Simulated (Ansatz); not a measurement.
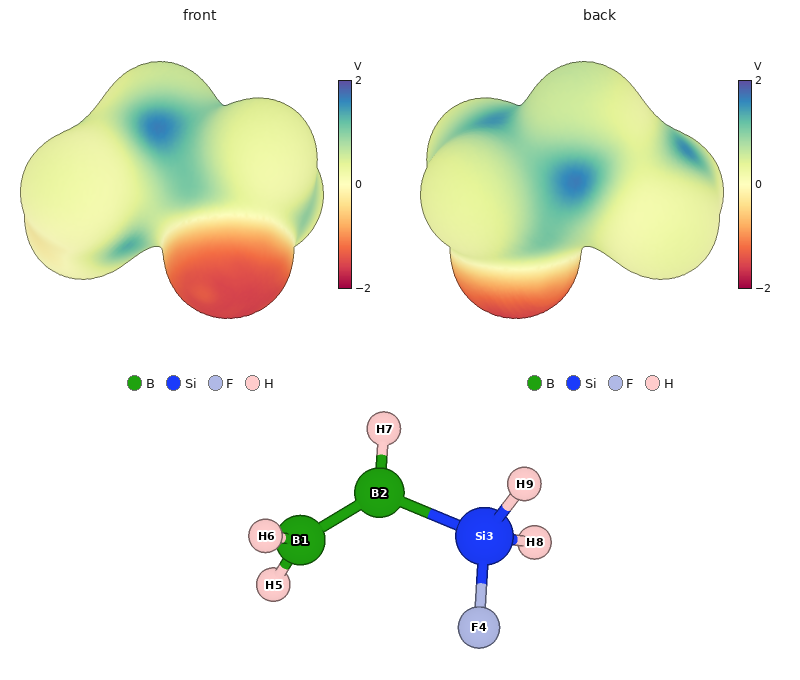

B2FH5Si (SMILES BB[SiH2]F). The molecular electrostatic potential painted on the density surface at 0.002 e/bohr³, seen from the front and from behind; the colour scale runs from red (negative) to blue (positive). The bare structure is drawn below in the same view.

The calculation used RKS PBE-D4/6-31G in Ansatz 0.2.0.

Input file:

```
crystal:
  periodic: [false, false, false]
  atoms:
    - { symbol: B, position_ang: [-0.7578, 1.1304, -0.9797] }
    - { symbol: B, position_ang: [0.521, 0.3253, -0.4881] }
    - { symbol: Si, position_ang: [0.333, -0.9725, 0.9279] }
    - { symbol: F, position_ang: [-0.6532, -2.1644, 0.4844] }
    - { symbol: H, position_ang: [-0.7032, 1.9608, -1.8787] }
    - { symbol: H, position_ang: [-1.8567, 1.0044, -0.4855] }
    - { symbol: H, position_ang: [1.5998, 0.5206, -0.9927] }
    - { symbol: H, position_ang: [1.7191, -1.562, 1.1941] }
    - { symbol: H, position_ang: [-0.1134, -0.2888, 2.2012] }
basis:
  gaussian: { orbitals: "6-31G" }
hamiltonian:
  xc: pbe
  dispersion: d4
relax:
  f_tol: 0.02
  max_steps: 40
scf:
  lower_state_search: "off"
output:
  orbitals: {}
```

Command:

```sh
ansatz run input.yaml --threads 1 --pin off --max-ram 2048MiB --backend cpu --events-out ev --progress --plain --runs-dir out
```

The fields are those of the relaxed geometry.

Where is the surface potential most negative and most positive?

The most negative region (about −1.5 V, or −35 kcal/mol for a unit charge) lies over F4, the most positive (about +1.6 V, or +37 kcal/mol for a unit charge) over B2.
